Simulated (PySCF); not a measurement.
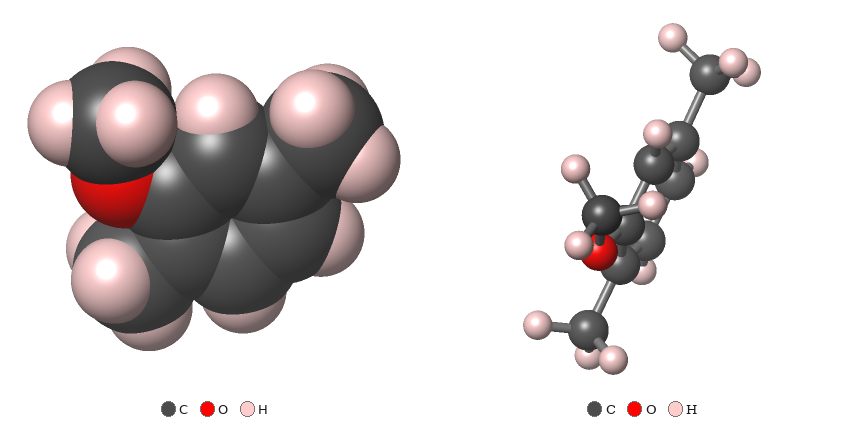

The same structure drawn twice, from different directions.

Computed geometry: GFN2-xTB optimisation. No frequency run is at hand to confirm it as a minimum.

Which formula does it have?

C9H12O, 22 atoms: 9 carbon, 12 hydrogen and 1 oxygen.

Name functional groups in it.

Among them: ether.

Describe its rings.

Independent rings (smallest set): 1 of 6 members, 1 of them aromatic.

The parts below concern this one geometry. Atoms keep their numbers from picture to picture.

## Geometry

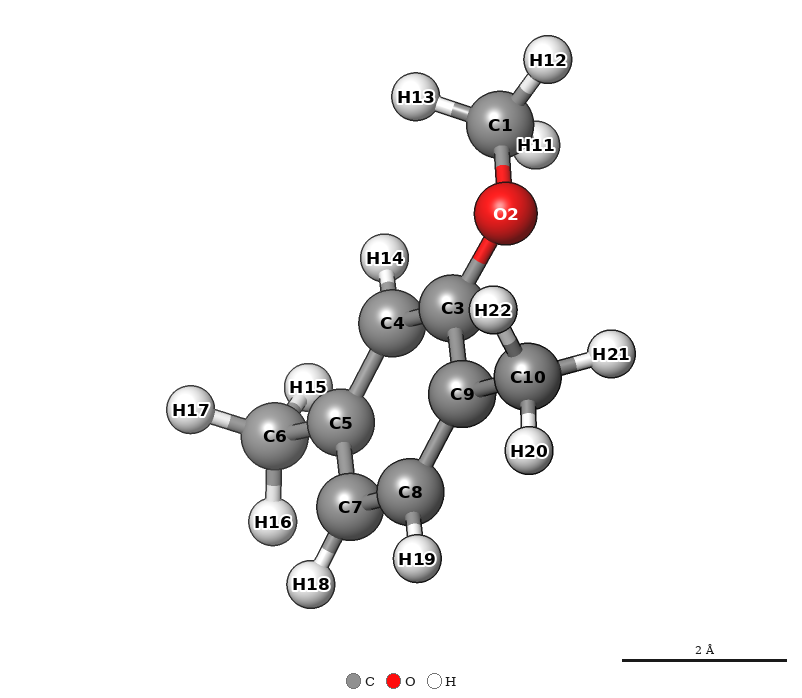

No frequency run is at hand to confirm it as a minimum.

Describe the coordination of atom 7.

C7 has 3 neighbours (C5 at 1.38, C8 at 1.39, H18 at 1.08 Å); the arrangement is trigonal planar.

What is the geometry at C6?

C6 has 4 neighbours (C5 at 1.50, H15 at 1.09, H16 at 1.09, H17 at 1.09 Å); the arrangement is tetrahedral.

What is the geometry at C5?

C5 has 3 neighbours (C4 at 1.39, C6 at 1.50, C7 at 1.38 Å); the arrangement is trigonal planar.

Describe the coordination of atom 4.

C4 has 3 neighbours (C3 at 1.39, C5 at 1.39, H14 at 1.08 Å); the arrangement is trigonal planar.

What is the dihedral angle C4–C3–C9–C8?

0° in size, that is syn (eclipsed).

## Electronic properties

No frequency run is at hand to confirm it as a minimum. Level of theory: PBE0/pcSseg-1, gas phase (PySCF 2.14.0).

Predict the main results.

- dipole moment: 1.47 D
- HOMO energy (Kohn–Sham orbital): −6.16 eV
- LUMO energy (Kohn–Sham orbital): 0.13 eV
- HOMO–LUMO gap: 6.28 eV

## Quadrupole coupling

No frequency run is at hand to confirm it as a minimum. Electric field gradients from the ground-state density, PBE0/pcSseg-1 (PySCF 2.14.0), non-relativistic apart from any core potentials.

Give the largest field-gradient component, the quadrupole coupling constant and the asymmetry for 17O at O2 (Q = −25.6 mb), 2H at H11 (Q = 2.86 mb), 2H at H12 (Q = 2.86 mb).

```json
{"atom": "O2", "V_zz (a.u.)": "1.929", "e²qQ/h (MHz)": "−11.60", "η": "0.69"}
{"atom": "H11", "V_zz (a.u.)": "0.291", "e²qQ/h (MHz)": "0.195", "η": "0.07"}
{"atom": "H12", "V_zz (a.u.)": "0.304", "e²qQ/h (MHz)": "0.204", "η": "0.07"}
```

## Ring current

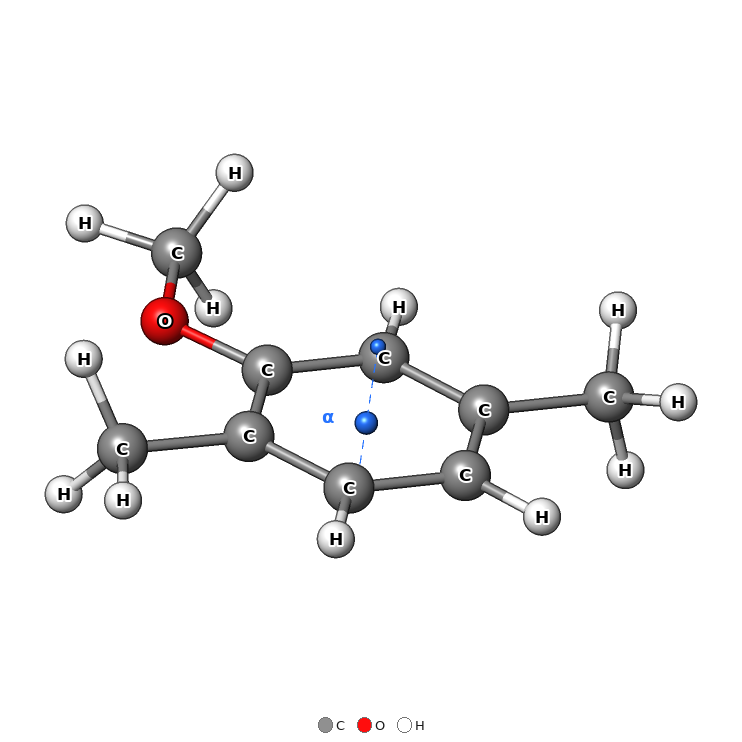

The small points mark where nucleus-independent chemical shifts (NICS) were computed: at the centre of each lettered ring and 1 Å above and below it. No frequency run is at hand to confirm it as a minimum. Properties computed with GIAO PBE0/pcSseg-1 NMR shielding, non-relativistic, gas phase (PySCF 2.14.0).

Give NICS(0), NICS(1) and the out-of-plane component NICS(1)zz for each ring (means of the two sides).

| ring | members | NICS(0) | NICS(1) | NICS(1)zz |
| --- | --- | --- | --- | --- |
| α | C6 | −9.4 | −11.0 | −26.1 |

Values in ppm.

What do the values say about the ring currents?

Ring α: diatropic, as in an aromatic ring. NICS is one index among several.
